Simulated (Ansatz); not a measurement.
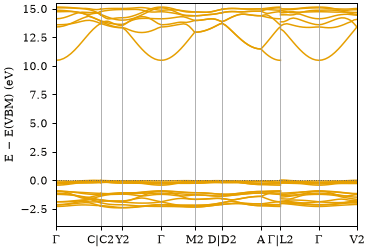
Fig. 1. Band structure from plane-wave PAW r²SCAN+D4 (Ansatz code)

The gap is 10.48 eV; an edge lies off the plotted path or next to a special point (maximum off the standard path, minimum at Γ).

The material is CF$_{4}$ in space group C2/c (No. 15; F on 8f, C on 4e, F on 8f).

The workflow started from an entry of the Crystallography Open Database (COD). The r²SCAN+D4 relaxation kept the symmetry of its start; whether a distortion lowers the energy is not shown. The substance is a gas or liquid at ambient conditions.

Potentials: the later of the program's two PAW sets.
